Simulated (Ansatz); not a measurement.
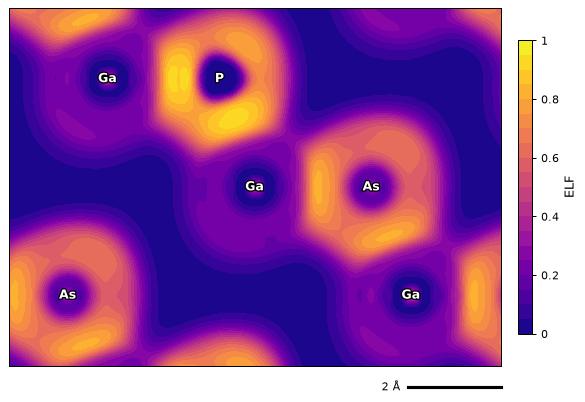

The picture shows: Ga3As2P. Electron localisation function on the (110) plane of the conventional cell.

Space group P3m1; a structure generated by program, which may or may not match a known phase; computed pressure about −2 GPa in this cell.

The calculation used DFT HSE06, scalar-relativistic, plane waves, PAW (Ansatz).

In a PAW calculation such maps are meaningful between the atoms, not at the nuclei.

Question: What does the map show?

Answer: The section cuts through Ga, P and As sites.
Ga–P (2.39 Å): the ELF peaks at about 0.95 in the valence shell of P, 0.7 Å from its nucleus, and is about 0.80 at the midpoint.
Ga–As (2.46 Å): the ELF peaks at about 0.80 between the atoms, as expected for localised, covalent bonding.
Ga–P (2.43 Å): the ELF peaks at about 0.90 between the atoms (localised, covalent bonding).
